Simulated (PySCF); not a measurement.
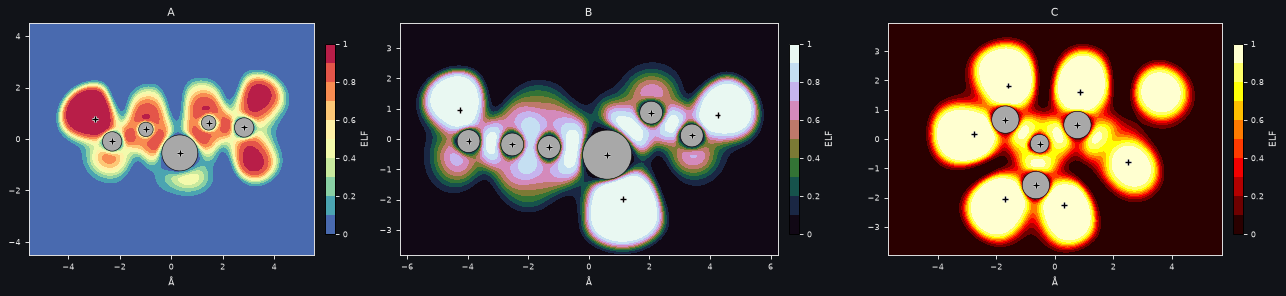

The ELF of 3 systems, each on a plane through atoms (crosses mark nuclei in the plane; grey discs cover the cores).

These are results of PBE0/pcSseg-1, SCF density, gas phase, non-relativistic (PySCF 2.14.0), not measurements.

System 1: C3H9NO2Si, the plane of atoms Si3, O6 and C7. Geometry: GFN2-xTB.

```xyz
16

C    -1.2125   -1.9637    0.6139
N    -0.2856   -1.2163    0.9842
Si    0.2298    0.3759    0.5100
O     1.6362    0.2852   -0.2729
C     2.7726   -0.3768    0.1859
O    -0.6361    1.1584   -0.6130
C    -1.9323    1.6442   -0.4661
H    -1.3165   -2.9491    1.0650
H    -1.9586   -1.7093   -0.1477
H     0.2981    1.0638    1.7970
H     3.5003   -0.3971   -0.6258
H     3.2018    0.1487    1.0421
H     2.5370   -1.3982    0.4897
H    -1.9092    2.6719   -0.0941
H    -2.4165    1.6320   -1.4442
H    -2.5160    1.0394    0.2321
```

System 2: C5H9Al, the plane of atoms C3, Al4 and H10. Geometry: GFN2-xTB.

```xyz
15

C     4.0789   -0.0273   -0.2767
C     2.6394    0.1164   -0.3317
C     1.4290    0.2332   -0.3737
Al   -0.4840    0.5118   -0.5031
C    -1.9748   -0.6419    0.1882
C    -3.2956    0.0270   -0.2392
H     4.5064    0.1157   -1.2693
H     4.3431   -1.0230    0.0808
H     4.5036    0.7150    0.3999
H    -0.9589    1.7941   -1.2354
H    -1.9528   -1.6731   -0.1933
H    -1.9682   -0.7521    1.2828
H    -4.1639   -0.5164    0.1342
H    -3.3635    0.0774   -1.3275
H    -3.3433    1.0513    0.1365
```

System 3: C2H10B3N, the plane of atoms N2, B3 and H10. Geometry: GFN2-xTB.

```xyz
16

B    -1.8003   -1.0778    0.8343
N    -1.3766    0.0413    0.0520
B    -2.3353    1.0157   -0.3692
B     0.0036    0.2127   -0.3467
C     1.2012   -0.4475    0.4484
C     2.5420    0.2807    0.3130
H    -1.0504   -1.9400    1.0852
H    -2.9115   -1.1432    1.1932
H    -3.4313    0.9632    0.0350
H    -2.0151    1.8676   -1.1045
H     0.2291    0.8704   -1.2912
H     0.9735   -0.5670    1.5097
H     1.3309   -1.4635    0.0585
H     3.3292   -0.2552    0.8407
H     2.4753    1.2833    0.7300
H     2.8278    0.3680   -0.7322
```

Q: Which map belongs to which system?

A: Panel A is system 1, C3H9NO2Si: the plane holds Si, O, C and H. C–O (1.39 Å): the ELF peaks at about 0.90 between the atoms (a shared but strongly polarised pair). Panel B is system 2, C5H9Al: the plane holds C, Al and H. C–C (1.22 Å): the ELF peaks at about 0.85 between the atoms (a short, multiple covalent bond). Panel C is system 3, C2H10B3N: the plane holds B, N and H. B–N (1.43 Å): the ELF peaks at about 0.95 between the atoms: a shared but strongly polarised pair.
